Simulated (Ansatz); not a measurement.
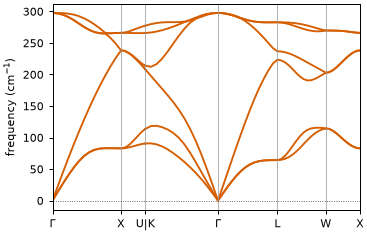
Phonon dispersion of Ge (diamond, Fd-3m), the program Ansatz at the r²SCAN level (PAW); imaginary frequencies are drawn negative

Question: Is this phase dynamically stable?

Answer: Yes, on this path no branch is imaginary.

Question: How high does the spectrum reach?

Answer: About 300 cm⁻¹ (8.9 THz).

Symmetry was held in the r²SCAN relaxation.

Potentials: the earlier of the program's two PAW sets.
